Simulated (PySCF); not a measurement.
# H8NOPSi2: the cost of one run

Programs: PySCF 2.14.0, with density-fitted response routines of our own. Each step states its level of theory. These are calculated values for one molecule in the gas phase, unless marked as measured. Atoms are numbered from 0 throughout.

## Step 1: The starting structure

13 atoms, charge 0, multiplicity 1; geometry from: GFN2-xTB. The atoms were then displaced at random by about 0.01 Å, so the start is not that level's minimum.

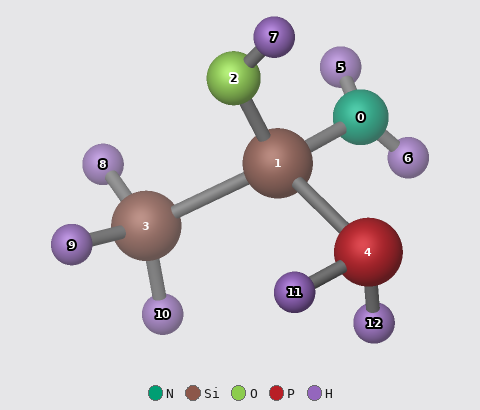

As it starts; nitrogen teal, silicon brown, oxygen green, phosphorus red, hydrogen purple, atoms numbered.

## Step 2: Optimising the geometry at PBE0-D3(BJ)/def2-SVP

The job: settings as JSON, then the geometry in Å.

```
{"job": {"xc": "PBE0", "basis": "def2-SVP", "d3": "d3bj", "grid": 1, "shake": 0.01, "kind": "geom"}, "charge": 0, "multiplicity": 1}
N      0.389320     1.541830    -1.099260
Si     0.283970     0.335380     0.119820
O      0.399730     1.092730     1.555720
Si    -1.666840    -0.818040     0.426440
P      2.185110    -0.818130    -0.322240
H     -0.326380     2.305230    -1.105670
H      0.588760     1.295330    -2.050080
H      1.171290     1.679720     1.746060
H     -2.860180     0.085780     0.475850
H     -1.737190    -1.609030     1.675660
H     -1.952430    -1.769920    -0.660240
H      1.913990    -1.819160     0.598990
H      1.616660    -1.518590    -1.371390
```

Launch:

```console
> OMP_NUM_THREADS=1 python probes_run.py task.json out
```

This one command runs all jobs of the session in turn.

**Question.** How long does this first job take on 1 thread of Arm Neoverse N1, shared host, and how much memory does it need?

About 3.8 min, with a peak of 0.52 GiB.
